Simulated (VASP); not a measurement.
Band structure of LiF (rock salt). Level of theory: vdW-DF2, VASP's PBE PAW potentials (set 64) (plane waves; VASP).

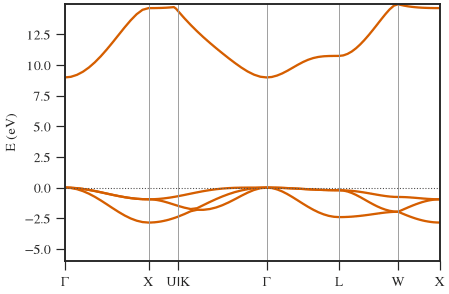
*Bands along high-symmetry lines, zero at the valence-band maximum or, without a gap, the Fermi level*

Task: Read the plot: is there a gap, and where are the band edges?

Result: The gap is direct, 8.98 eV, from the valence maximum at Γ to the conduction minimum at Γ. (Edges off the drawn lines would not show.)

Measured: gap 15.35 eV (computed value off by -6.37 eV), as given by Wei Chen et al., Physical Review Materials (2018), doi:10.1103/physrevmaterials.2.073803 [zero-point renormalisation of 1.15 eV added back (the table's ZPR column)].

The compound is LiF in the rock salt structure. It was relaxed first.
